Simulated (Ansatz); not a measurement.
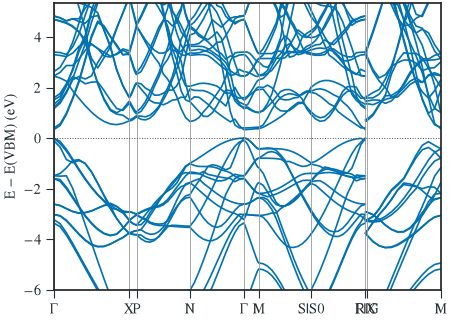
Fig. 1. Band structure from plane-wave PAW PBE (Ansatz code)

### Question
Read off the gap and where the band edges lie.

### Answer
About 0.3 eV (0.33 eV by a search for the band edges); maximum at Γ, minimum at Γ.

The material is SiGe in space group I-4m2 (No. 119; Pearson symbol tI20).

The start of the workflow was typed in or built on a structure type; neither database checked (COD, Materials Project) lists it. Whether it is the stable phase at ambient conditions was not checked. Symmetry was held in the PBE relaxation; its stability against distortions is not shown here. Spin–orbit coupling is left out wherever it is not named.

Potentials: the earlier of the program's two PAW sets.
